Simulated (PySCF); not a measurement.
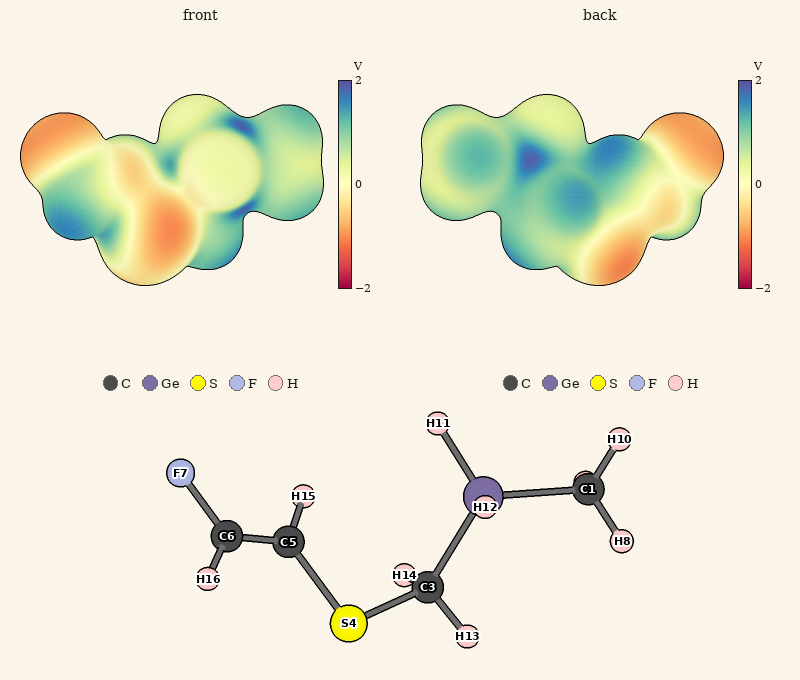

Figure. C4H9FGeS (SMILES [CH3][GeH2][CH2]S/C=C/F). The molecular electrostatic potential painted on the density surface at 0.004 e/bohr³, seen from the front and from behind; red is negative and blue positive. The bare structure is drawn below in the same view.

Geometry: GFN2-xTB.

These are results of wB97X-D/def2-SVPD, SCF density, gas phase (PySCF 2.14.0), not measurements.

Input

```
{"job": {"kind": "uv", "xc": "wB97X-D", "basis": "def2-SVPD", "nstates": 8, "ntriplets": 3}, "charge": 0, "multiplicity": 1}
C     -2.992086     0.165069     0.738407
Ge    -1.025219     0.121134     0.715006
C     -0.360316     0.843103    -1.017249
S      1.349522     1.466080    -0.934565
C      2.188078    -0.008947    -0.528044
C      3.465999    -0.030588    -0.182402
F      4.087318    -1.193743     0.090807
H     -3.351786     1.185890     0.638043
H     -3.398961    -0.421396    -0.081489
H     -3.377022    -0.241071     1.668982
H     -0.522298    -1.285879     0.895853
H     -0.428708     0.943076     1.818821
H     -0.951438     1.710597    -1.309150
H     -0.417150     0.115263    -1.826691
H      1.608918    -0.916170    -0.602687
H      4.117549     0.824010    -0.095052
```

Run with:

```sh
OMP_NUM_THREADS=1 python probes_run.py task.json out
```

Q: Describe the electrostatic potential map.

A: The most negative region (about −1.0 V, or −23 kcal/mol for a unit charge) lies over S4, the most positive (about +1.8 V, or +42 kcal/mol for a unit charge) over Ge2.

Q: What dipole moment does the calculation give?

A: Its dipole moment is 2.61 D.
